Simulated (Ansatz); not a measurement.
A computed series for C: pressure series

Take C in the graphite type structure (space group P6_3/mmc, No. 194; a = 2.465 Å, c = 6.729 Å; layered, stacked along the Cartesian z axis) as the base.

Cell and atoms are relaxed at each pressure.

All numbers come from Ansatz (an electronic-structure program) PBE-D3(BJ), without spin-orbit coupling, earlier PAW set.

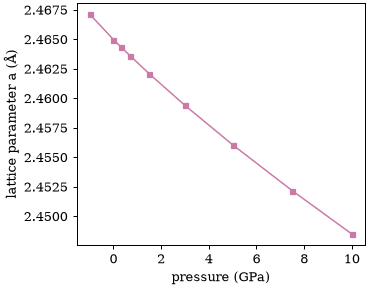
Figure: Lattice parameter a against pressure

```tsv
pressure (GPa)	lattice parameter a
-1	2.467 Å
0.3	2.464 Å
0.7	2.464 Å
1.5	2.462 Å
3	2.459 Å
5	2.456 Å
7.5	2.452 Å
10	2.448 Å
```

A case with no gap was solved on a k-mesh chosen for an insulator, which is coarse for it. Load acts through the strain it causes; cell and atoms are relaxed under it. No phonon test of stability was made. Competing high-pressure phases were not computed.
